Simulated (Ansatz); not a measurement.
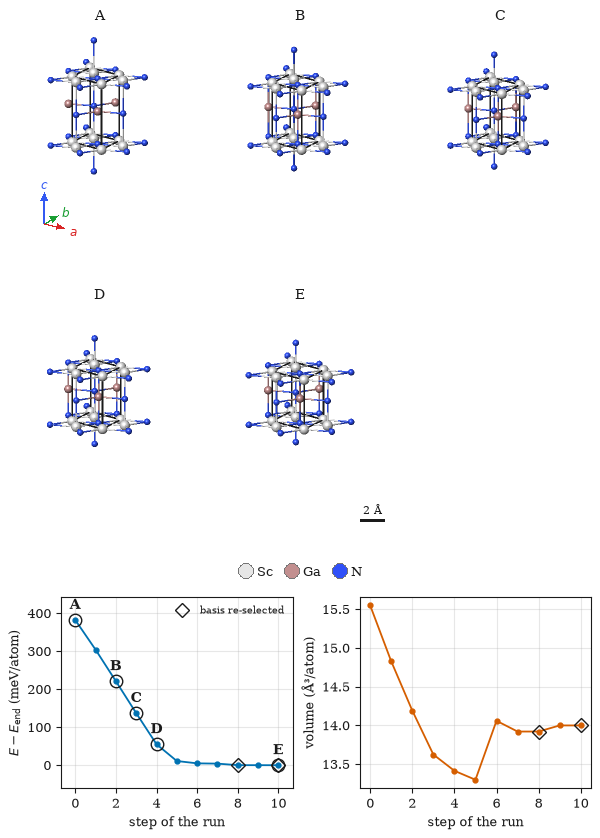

Frames of a relaxation of solid Sc$_{2}$GaN$_{2}$ (a generated structure, set up in P-6m2) (coarse preliminary run), marked on the history of the run. Style: ball-and-stick. Shown: the cell of the calculation, slightly off an axis.

Method: DFT PBE, scalar-relativistic, plane waves, PAW (Ansatz). Settings: plane-wave cutoff 420 eV; k-point mesh 6 × 6 × 4; occupations gaussian; smearing width 0.1 eV; no spin polarisation; cell and atoms relaxed; force threshold 0.04 eV/Å; at most 70 steps.

Q: What happens along the run?

A: The atoms keep their places relative to the cell (all moves are under 0.005 Å). Cell: a = b 3.992 → 4.352 Å (+9.0 %), c 5.634 → 4.268 Å (−24.2 %). Volume −10.0 %. Some distances before and after: N–Sc 2.817 → 2.134 Å, Ga–N 2.817 → 2.134 Å, N–Sc 2.305 → 2.512 Å, Ga–N 2.305 → 2.512 Å. New bonds form, among them: Ga–N (2.82 → 2.13 Å). The space group stays P-6m2 (No. 187). The energy falls by 382 meV per atom in 8 accepted moves (10 points after the start). All forces vanish by symmetry, so only the cell relaxes. The pressure goes from −4.59 to 0.06 GPa. The SCF was repeated twice at an unchanged geometry on a basis and grid sized afresh for the cell, which shifted the energy by 4.0 meV per atom at most. The run took 32 s on 1 thread of Intel(R) Xeon(R) Gold 6455B (Sapphire Rapids), on a shared host, peak memory 0.38 GiB. From step 0 to 2: volume −8.7 %, energy −161 meV per atom. From step 2 to 3: volume −4.0 %, energy −84.0 meV per atom. From step 3 to 4: volume −1.5 %, energy −82.0 meV per atom. From step 4 to 10: volume +4.4 %, energy −55.2 meV per atom.

```json
{"step": "0", "E − E(0), meV/atom": "0.00", "pressure, GPa": "-4.59", "volume, Å³/atom": "15.549", "note": ""}
{"step": "1", "E − E(0), meV/atom": "-78.10", "pressure, GPa": "-3.13", "volume, Å³/atom": "14.827", "note": ""}
{"step": "2", "E − E(0), meV/atom": "-161.20", "pressure, GPa": "-1.66", "volume, Å³/atom": "14.192", "note": ""}
{"step": "3", "E − E(0), meV/atom": "-245.16", "pressure, GPa": "0.47", "volume, Å³/atom": "13.624", "note": ""}
{"step": "4", "E − E(0), meV/atom": "-327.15", "pressure, GPa": "1.18", "volume, Å³/atom": "13.414", "note": ""}
{"step": "5", "E − E(0), meV/atom": "-371.28", "pressure, GPa": "4.17", "volume, Å³/atom": "13.299", "note": ""}
{"step": "6", "E − E(0), meV/atom": "-377.44", "pressure, GPa": "-1.05", "volume, Å³/atom": "14.060", "note": ""}
{"step": "7", "E − E(0), meV/atom": "-378.15", "pressure, GPa": "0.01", "volume, Å³/atom": "13.921", "note": ""}
{"step": "8", "E − E(0), meV/atom": "-382.18", "pressure, GPa": "0.36", "volume, Å³/atom": "13.921", "note": "same geometry, new basis"}
{"step": "9", "E − E(0), meV/atom": "-382.22", "pressure, GPa": "0.04", "volume, Å³/atom": "14.000", "note": ""}
{"step": "10", "E − E(0), meV/atom": "-382.38", "pressure, GPa": "0.06", "volume, Å³/atom": "14.000", "note": "same geometry, new basis"}
```
